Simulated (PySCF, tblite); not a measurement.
# C7H8FNSi: infrared bands, NMR shifts and electronic excitations in gas and solvents, part 2 of 2

tblite 0.8.0 and PySCF 2.14.0. Atoms count from 0. Earlier steps stand in the parts before.

### Step 6. TDDFT and polarisability: CAM-B3LYP/def2-SVPD

What the job is given:

```
{"job": {"kind": "uv", "xc": "CAM-B3LYP", "basis": "def2-SVPD", "ip": true}, "charge": 0, "multiplicity": 1}
C      3.553904     0.018522    -0.935916
N      2.526780    -0.588451    -0.527697
Si     1.595949    -0.205878     0.911366
C     -0.197308    -0.065649     0.384508
C     -0.612190    -0.562156    -0.859619
C     -1.950021    -0.476081    -1.244022
C     -2.894217     0.099626    -0.396909
C     -2.474132     0.588068     0.835196
F     -3.370332     1.141203     1.652349
C     -1.146245     0.518069     1.235096
H      4.064633    -0.304056    -1.863136
H      4.016393     0.891635    -0.425721
H      2.038495     1.065245     1.579018
H      1.789353    -1.335284     1.869000
H      0.123729    -1.015898    -1.527821
H     -2.264979    -0.863092    -2.216159
H     -3.947423     0.178771    -0.672876
H     -0.875975     0.928839     2.211788
```

Method: TDDFT CAM-B3LYP/def2-SVPD, vertical, gas phase, core orbitals frozen in the response.

The log of the run:

```text
coarse grid: 16336 points
cycle   1  E = -714.8595014431  dE =  1.629e+00  |g| = 6.022e-01  |ddm| = 1.043e+01
cycle   2  E = -714.8230655183  dE =  3.644e-02  |g| = 7.728e-01  |ddm| = 2.749e+00
cycle   3  E = -714.9418604127  dE = -1.188e-01  |g| = 8.970e-02  |ddm| = 1.661e+00
cycle   4  E = -714.9434083585  dE = -1.548e-03  |g| = 4.912e-02  |ddm| = 2.924e-01
cycle   5  E = -714.9439232343  dE = -5.149e-04  |g| = 1.026e-02  |ddm| = 1.264e-01
cycle   6  E = -714.9439423482  dE = -1.911e-05  |g| = 3.753e-03  |ddm| = 3.742e-02
cycle   7  E = -714.9439454698  dE = -3.122e-06  |g| = 7.230e-04  |ddm| = 8.666e-03
final grid: 155960 points
cycle   8  E = -715.0557805126  dE = -3.312e-05  |g| = 4.387e-03  |ddm| = 1.403e-01
cycle   9  E = -715.0557793722  dE =  1.140e-06  |g| = 5.351e-03  |ddm| = 2.114e-02
cycle  10  E = -715.0557845623  dE = -5.190e-06  |g| = 4.369e-04  |ddm| = 9.086e-03
cycle  11  E = -715.0557845975  dE = -3.520e-08  |g| = 1.692e-04  |ddm| = 1.291e-03
cycle  12  E = -715.0557846036  dE = -6.087e-09  |g| = 7.619e-05  |ddm| = 6.572e-04
cycle  13  E = -715.0557846048  dE = -1.276e-09  |g| = 1.506e-05  |ddm| = 1.768e-04
cycle  14  E = -715.0557846049  dE = -7.071e-11  |g| = 3.560e-06  |ddm| = 5.129e-05
converged SCF energy = -715.0557846049

Static polarisability (au): isotropic 115.071, principal 78.015 116.668 150.531

Singlet excitations
state   eV       nm        f      main configurations
  1   4.0883    303.3   0.00031   H-1->L 0.61, H-1->L+1 0.32
  2   5.2436    236.4   0.03011   H->L 0.39, H->L+1 0.28, H-2->L+2 0.21
  3   5.9753    207.5   0.05346   H-2->L 0.35, H->L+2 0.31, H-2->L+1 0.22
  4   6.3660    194.8   0.01171   H-1->L+1 0.57, H-1->L 0.27
  5   6.4630    191.8   0.06684   H->L 0.41, H->L+1 0.39, H-2->L 0.11
  6   6.7486    183.7   0.14149   H-2->L 0.42, H->L+2 0.15, H->L 0.14
  7   6.8443    181.1   0.02867   H-1->L+3 0.56, H-1->L+4 0.12
  8   6.8600    180.7   0.14841   H-3->L 0.33, H-3->L+1 0.28, H->L+2 0.11
  9   6.8839    180.1   0.61982   H->L+2 0.33, H-2->L+1 0.30, H-3->L 0.12
 10   7.0422    176.1   0.24809   H-2->L+2 0.49, H-2->L+1 0.17, H->L+1 0.15

Triplet excitations (Tamm-Dancoff, eV): 3.4696 4.0001 4.4183 4.7096
Vertical ionisation energy (delta-SCF) = 9.1153 eV
Vertical electron affinity (delta-SCF) = -0.5817 eV
```

It took 19 min on 1 thread of AMD EPYC, shared host; peak memory 1.3 GiB.

Frontier orbitals and where they lie:

```
orbital      eV                       atoms
 HOMO−3  -10.30  C3 22 %, Si2 18 %, N1 10 %
 HOMO−2   -8.85   C9 21 %, C5 19 %, C3 18 %
 HOMO−1   -8.69   N1 56 %, C0 16 %, Si2 9 %
   HOMO   -8.47   C4 23 %, C7 19 %, C3 11 %
   LUMO   -0.03    C0 24 %, N1 18 %, C3 8 %
 LUMO+1    0.28   C0 16 %, N1 15 %, C3 13 %
 LUMO+2    0.73   C4 19 %, C7 18 %, C5 16 %
```

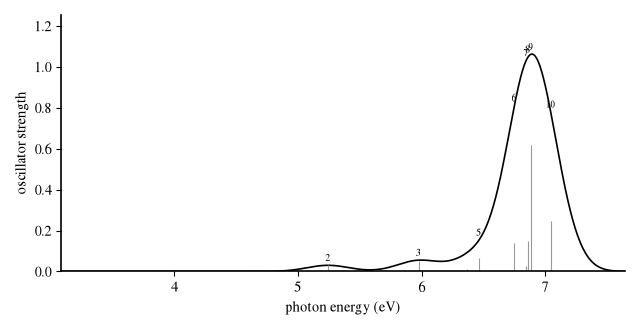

Absorption spectrum from the 10 singlet states computed; above the last one it falls off for lack of states. Lines are broadened to a width of 0.40 eV (Gaussian).

Ground-state properties from the same run:

```csv
property,computed
dipole moment (D),2.02
polarisability (Å³),17.05
HOMO–LUMO gap (eV),8.44
−ε(HOMO) (eV),8.47
```

### Step 7. Nuclear shieldings: PBE0/pcSseg-1 in chloroform

Same as in step 6 but for these lines:

```diff
@@ -1,2 +1,2 @@
-{"job": {"kind": "uv", "xc": "CAM-B3LYP", "basis": "def2-SVPD", "ip": true}, "charge": 0, "multiplicity": 1}
+{"job": {"kind": "nmr", "xc": "PBE0", "basis": "pcSseg-1", "solvent": "chloroform", "pop": true}, "charge": 0, "multiplicity": 1}
 C      3.553904     0.018522    -0.935916
```

Level: GIAO PBE0/pcSseg-1 NMR shielding, non-relativistic, IEF-PCM chloroform.

The log of the run:

```text
coarse grid: 16336 points
cycle   1  E = -714.8422824732  dE =  1.465e+00  |g| = 5.788e-01  |ddm| = 4.139e+00
cycle   2  E = -714.7658522892  dE =  7.643e-02  |g| = 8.424e-01  |ddm| = 1.151e+00
cycle   3  E = -714.9094143528  dE = -1.436e-01  |g| = 1.286e-01  |ddm| = 7.164e-01
cycle   4  E = -714.9129085638  dE = -3.494e-03  |g| = 4.361e-02  |ddm| = 1.270e-01
cycle   5  E = -714.9132851851  dE = -3.766e-04  |g| = 1.212e-02  |ddm| = 3.646e-02
cycle   6  E = -714.9133150534  dE = -2.987e-05  |g| = 3.556e-03  |ddm| = 1.194e-02
cycle   7  E = -714.9133177165  dE = -2.663e-06  |g| = 1.052e-03  |ddm| = 3.621e-03
final grid: 155960 points
cycle   8  E = -714.9762213980  dE = -3.452e-05  |g| = 7.997e-03  |ddm| = 4.270e-02
cycle   9  E = -714.9762128633  dE =  8.535e-06  |g| = 1.064e-02  |ddm| = 1.679e-02
cycle  10  E = -714.9762364706  dE = -2.361e-05  |g| = 1.473e-03  |ddm| = 9.372e-03
cycle  11  E = -714.9762368824  dE = -4.118e-07  |g| = 3.728e-04  |ddm| = 1.219e-03
cycle  12  E = -714.9762369089  dE = -2.656e-08  |g| = 1.493e-04  |ddm| = 3.432e-04
cycle  13  E = -714.9762369128  dE = -3.901e-09  |g| = 3.335e-05  |ddm| = 1.386e-04
cycle  14  E = -714.9762369131  dE = -2.017e-10  |g| = 9.713e-06  |ddm| = 3.541e-05
converged SCF energy = -714.9762369131

GIAO shielding tensors (ppm)
atom      isotropic    diamagn.    paramagn.     s11        s22        s33       span
  0 C        2.523     250.474    -247.951    -93.190    -20.707    121.467    214.657
  1 N     -140.181     333.083    -473.264   -530.007   -179.000    288.465    818.472
  2 Si     380.160     882.787    -502.627    315.481    385.515    439.483    124.002
  3 C       44.981     261.959    -216.978    -47.442     -0.092    182.477    229.919
  4 C       47.701     253.424    -205.723    -66.780     30.572    179.312    246.092
  5 C       48.361     255.899    -207.538    -59.808     31.672    173.220    233.028
  6 C       61.464     257.661    -196.197    -24.877     42.827    166.441    191.318
  7 C       14.615     256.247    -241.632    -77.020     33.598     87.267    164.287
  8 F      293.759     478.345    -184.586    223.366    294.622    363.290    139.925
  9 C       58.857     255.047    -196.189    -32.866     43.611    165.827    198.693
 10 H       22.395      26.923      -4.528     21.079     22.189     23.917      2.838
 11 H       22.393      27.944      -5.551     20.556     21.445     25.179      4.624
 12 H       26.115      30.466      -4.351     22.676     25.434     30.235      7.559
 13 H       25.731      29.055      -3.324     22.997     24.257     29.939      6.942
 14 H       23.260      33.455     -10.194     18.677     23.141     27.962      9.285
 15 H       23.549      30.306      -6.757     19.961     24.320     26.366      6.405
 16 H       23.880      27.978      -4.098     20.305     24.505     26.831      6.526
 17 H       23.760      31.066      -7.305     19.823     23.332     28.126      8.303
```

It took 78 s on 1 thread of AMD EPYC, shared host; peak memory 1.2 GiB.

In short: δ C0 182.6, C7 170.5, C3 140.2, C4 137.5, H11 8.85, H10 8.85 ppm.

### Step 8. Nuclear shieldings: PBE0/pcSseg-1 in water

Same as in step 7 but for these lines:

```diff
@@ -1,2 +1,2 @@
-{"job": {"kind": "nmr", "xc": "PBE0", "basis": "pcSseg-1", "solvent": "chloroform", "pop": true}, "charge": 0, "multiplicity": 1}
+{"job": {"kind": "nmr", "xc": "PBE0", "basis": "pcSseg-1", "solvent": "water", "pop": false}, "charge": 0, "multiplicity": 1}
 C      3.553904     0.018522    -0.935916
```

With the program's defaults for keys left out, this is: GIAO PBE0/pcSseg-1 NMR shielding, non-relativistic, IEF-PCM water.

The log of the run:

```text
coarse grid: 16336 points
cycle   1  E = -714.8464336328  dE =  1.461e+00  |g| = 5.735e-01  |ddm| = 4.138e+00
cycle   2  E = -714.7784529742  dE =  6.798e-02  |g| = 8.181e-01  |ddm| = 1.109e+00
cycle   3  E = -714.9124238054  dE = -1.340e-01  |g| = 1.191e-01  |ddm| = 6.749e-01
cycle   4  E = -714.9153557244  dE = -2.932e-03  |g| = 4.268e-02  |ddm| = 1.155e-01
cycle   5  E = -714.9157183424  dE = -3.626e-04  |g| = 1.197e-02  |ddm| = 3.503e-02
cycle   6  E = -714.9157478682  dE = -2.953e-05  |g| = 3.353e-03  |ddm| = 1.131e-02
cycle   7  E = -714.9157502558  dE = -2.388e-06  |g| = 9.742e-04  |ddm| = 3.388e-03
final grid: 155960 points
cycle   8  E = -714.9786390314  dE = -3.477e-05  |g| = 7.968e-03  |ddm| = 4.297e-02
cycle   9  E = -714.9786313005  dE =  7.731e-06  |g| = 1.047e-02  |ddm| = 1.633e-02
cycle  10  E = -714.9786539952  dE = -2.269e-05  |g| = 1.432e-03  |ddm| = 9.091e-03
cycle  11  E = -714.9786543828  dE = -3.875e-07  |g| = 3.555e-04  |ddm| = 1.179e-03
cycle  12  E = -714.9786544068  dE = -2.406e-08  |g| = 1.430e-04  |ddm| = 3.246e-04
cycle  13  E = -714.9786544104  dE = -3.570e-09  |g| = 3.259e-05  |ddm| = 1.326e-04
cycle  14  E = -714.9786544106  dE = -1.919e-10  |g| = 8.362e-06  |ddm| = 3.361e-05
converged SCF energy = -714.9786544106

GIAO shielding tensors (ppm)
atom      isotropic    diamagn.    paramagn.     s11        s22        s33       span
  0 C        0.228     250.362    -250.134    -94.556    -26.831    122.070    216.626
  1 N     -133.175     333.250    -466.424   -512.990   -175.006    288.472    801.463
  2 Si     380.379     882.802    -502.423    315.944    386.180    439.013    123.070
  3 C       44.813     262.057    -217.244    -47.481     -0.700    182.619    230.100
  4 C       47.803     253.526    -205.724    -66.835     30.893    179.351    246.186
  5 C       48.060     255.756    -207.696    -59.886     30.338    173.728    233.615
  6 C       61.201     257.576    -196.375    -25.001     41.711    166.892    191.892
  7 C       14.595     256.569    -241.975    -77.290     34.185     86.889    164.179
  8 F      295.017     478.505    -183.488    225.267    295.724    364.058    138.791
  9 C       58.654     254.847    -196.192    -32.798     42.395    166.366    199.163
 10 H       22.346      26.803      -4.457     21.040     22.068     23.931      2.890
 11 H       22.339      27.775      -5.435     20.506     21.379     25.133      4.626
 12 H       26.093      30.447      -4.354     22.630     25.408     30.243      7.613
 13 H       25.757      29.095      -3.338     23.011     24.301     29.959      6.948
 14 H       23.257      33.495     -10.238     18.687     23.119     27.964      9.276
 15 H       23.453      30.211      -6.758     19.830     24.273     26.255      6.426
 16 H       23.781      27.908      -4.127     20.171     24.441     26.732      6.561
 17 H       23.658      30.947      -7.289     19.668     23.290     28.016      8.349
```

Run time: 77 s. Hardware: 1 thread of AMD EPYC, shared host; peak memory 1.3 GiB.

In short: δ C0 185.3, C7 170.9, C3 140.7, C4 137.7, H11 8.90, H10 8.89 ppm.

### Step 9. Comparing the runs: NMR shifts

Shifts (ppm) of some atoms, chosen among heavy atoms and hydrogens apart, with basis size and wall time:

```
                        run     C0     C5     C6   H15   H16     N1      F8  functions  time
              PBE0/pcSseg-1  176.9  135.5  122.6  7.50  7.17  421.1  -111.7        217  96 s
PBE0/pcSseg-1 in chloroform  182.6  136.8  123.7  7.70  7.37  408.0  -114.1        217  78 s
     PBE0/pcSseg-1 in water  185.3  137.4  124.3  7.79  7.46  401.8  -114.4        217  77 s
```

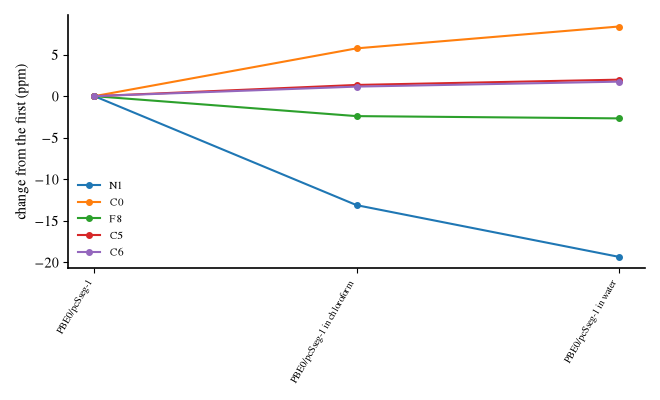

How five of the tabulated atoms move from run to run.

The continuum's effect on the ground state:

| solvent | ε | polarisation energy (Eh) | μ (D) |
| --- | --- | --- | --- |
| chloroform | 4.71 | -0.0060 | 2.31 |
| water | 78.36 | -0.0091 | 2.44 |

### Step 10. Outcome

The summary covers parts 1 to 2.

```
                                                              quantity                                                value
                             strongest single infrared mode (GFN2-xTB)                                2189 cm⁻¹, 361 km/mol
                                          zero-point energy (GFN2-xTB)                                        78.7 kcal/mol
                                                           point group                                                   C1
                                  rotational constants (main isotopes)                                 2.83, 0.58, 0.50 GHz
                                ¹³C shifts against TMS (PBE0/pcSseg-1)  176.9, 169.9, 139.0, 136.5, 135.5, 125.3, 122.6 ppm
¹H shifts against TMS (PBE0/pcSseg-1, means over atoms taken as alike)         8.77, 8.76, 7.94, 7.50, 7.30, 7.17, 5.36 ppm
                                ¹⁵N shifts against NH3 (PBE0/pcSseg-1)                                            421.1 ppm
                               ²⁹Si shifts against TMS (PBE0/pcSseg-1)                                            -27.7 ppm
                              ¹⁹F shifts against CFCl3 (PBE0/pcSseg-1)                                           -111.7 ppm
                                  lowest singlet (CAM-B3LYP/def2-SVPD)                          4.09 eV (303 nm), f = 0.000
                              brightest single state of those computed                          state 9, 6.88 eV, f = 0.620
                                                        lowest triplet                                              3.47 eV
                                     vertical ionisation energy (ΔSCF)                                              9.12 eV
                                     vertical electron affinity (ΔSCF)     -0.58 eV (unbound: the value hangs on the basis)
                                              range of the shift of N1                                   401.8 to 421.1 ppm
```

In words: Relaxing lowered the energy by 0.301 eV in 84 steps; the close pair that moved most is N1–Si2, from 1.774 to 1.722 Å (GFN2-xTB). No mode is imaginary among the 48: a minimum at this level. The strongest single mode, at 2189 cm⁻¹, moves mainly H12. GFN2-xTB is a fitted tight-binding method: band positions and strengths are rough. Its intensities can rank the bands wrongly. Over 8 steps the energy fell by 0.240 eV; of the close pairs, C7–F8 changed most, 1.381 to 1.333 Å (PBE0/def2-SVP). At PBE0/pcSseg-1: The largest span, 856 ppm, is at N1, where the paramagnetic term is -488 ppm. NICS(1)zz of -28 ppm above the planar ring from C3 marks a diatropic (aromatic) ring current. The lowest singlet, at 4.09 eV, is HOMO−1→LUMO 0.61, HOMO−1→LUMO+1 0.32 and is dark; of the 10 states computed, the strongest absorption comes from states 8 to 9 together at 6.88 eV. The lowest triplet lies 0.62 eV below the lowest singlet (triplets in Tamm-Dancoff, singlets in full TDDFT). ΔSCF puts the ionisation energy at 9.12 eV, 0.64 eV above −ε(HOMO). In ppm, N1 moves most: its shift spreads over 19.3 ppm, from 401.8 (PBE0/pcSseg-1 in water) to 421.1 (PBE0/pcSseg-1). The continuum holds electrostatics alone: no hydrogen bonds to the solvent, and the gas-phase geometry is kept.
